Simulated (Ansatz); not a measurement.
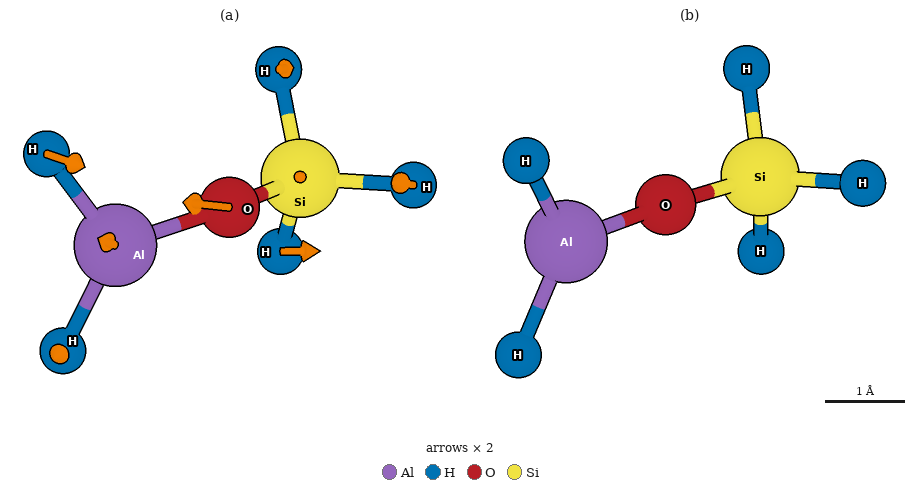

The structure of AlSiH$_{5}$O before (left) and after (right) a relaxation, at one scale. The orange arrows give the displacements, magnified 2 times.

Style: ball-and-stick. Shown from a free direction.

It is one of the separated products of a reaction.

Method: Ansatz, RKS PBE0-D4/def2-TZVP.

Input file:
```yaml
crystal:
  periodic: [false, false, false]
  atoms:
    - {symbol: Al, position_ang: [-1.274024, -0.444221, 0.307063]}
    - {symbol: H, position_ang: [-1.793319, -1.769350, -0.391873]}
    - {symbol: H, position_ang: [-2.286339, 0.570600, 1.007556]}
    - {symbol: O, position_ang: [0.182352, 0.236963, -0.323682]}
    - {symbol: Si, position_ang: [1.134282, 0.819064, -1.495628]}
    - {symbol: H, position_ang: [0.776954, 2.225123, -1.833782]}
    - {symbol: H, position_ang: [2.553001, 0.801444, -1.037666]}
    - {symbol: H, position_ang: [1.038530, 0.004151, -2.739165]}
basis:
  gaussian: {orbitals: def2-TZVP}
hamiltonian: {xc: pbe0, dispersion: d4}
relax: {f_tol: 0.005, max_steps: 200}
```

Command:
```bash
ansatz run in.yaml --threads 4 --pin off --events-out ev --progress --plain --max-ram 9574MiB
```

Describe what moved and what it gained.

The energy falls by 19.0 kJ/mol in 13 accepted moves (17 points after the start). Largest force component: 1.2 eV/Å at the start, 0.0041 eV/Å at the end. The line search rejected the trial steps at points 5, 7, 9, 16 of the run. The forces were under the threshold at step 14, but the run went on from there. The largest move after the best rigid fit is that of O4, 0.45 Å. By element the largest moves are O 0.45 Å, H 0.40 Å, Al 0.18 Å, Si 0.07 Å. Near-neighbour distances that change, for instance: Al1–O4 1.727 → 1.682 Å, Al1–H3 1.595 → 1.579 Å, Al1–H2 1.586 → 1.579 Å, O4–Si5 1.618 → 1.623 Å. Bond angles that change, for instance: Al1–O4–Si5 154.5° → 175.9°, H2–Al1–H3 121.2° → 124.1°. Cost: 26 s on 4 threads of Arm Neoverse V1 (shared host).
